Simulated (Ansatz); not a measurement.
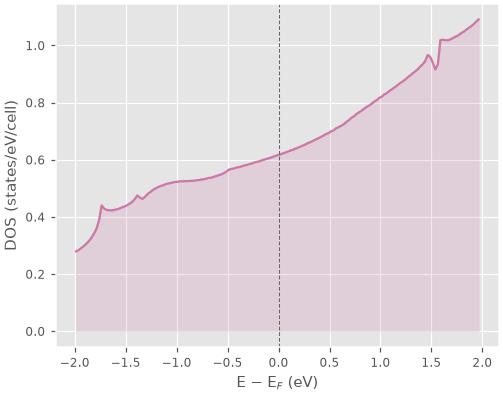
Fig. 1. Density of states of TaC (Fm-3m) near the Fermi level, PBEsol, rigid bands run with Ansatz (a quantum-chemistry and plane-wave program).

Q: With 2 atoms a cell, what bare Sommerfeld coefficient γ = (π²/3) k_B² N(E_F) follows?

A: N(E_F) ≈ 0.62 states/eV a cell at 300 K, so γ ≈ 0.73 mJ/(mol of atoms·K²), before electron-phonon enhancement.

Q: How far does the Fermi level move in a rigid band for 0.1 electron a cell added or removed?

A: 159 meV and -165 meV.

A metal at this level (no band gap); rigid bands, thermally averaged at 300 K, both spins. Spin-orbit coupling is left out, which matters with elements this heavy. Geometry: cell and atoms relaxed with PBEsol.
